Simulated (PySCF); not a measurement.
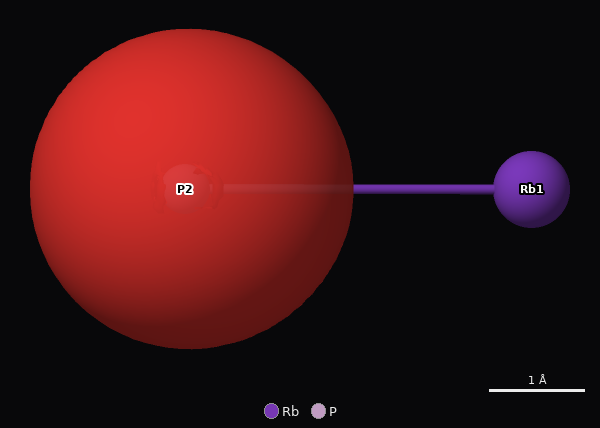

Figure. RbP (charge +1, quartet). Isosurface of the spin density at +0.03 e/Å³ (red), seen from one side.

Core potentials replace the inner electrons of Rb.

Computed with PBE0/def2-SVPD, non-relativistic Hamiltonian with scalar-relativistic core potentials where named, at a bond length of 3.739 Å in PySCF.

**Which atoms carry the spin?**

The unpaired spin (3 electrons) lies mostly on P2 (about 2.9) and Rb1 (about 0.1), in electrons by Hirshfeld's partition.
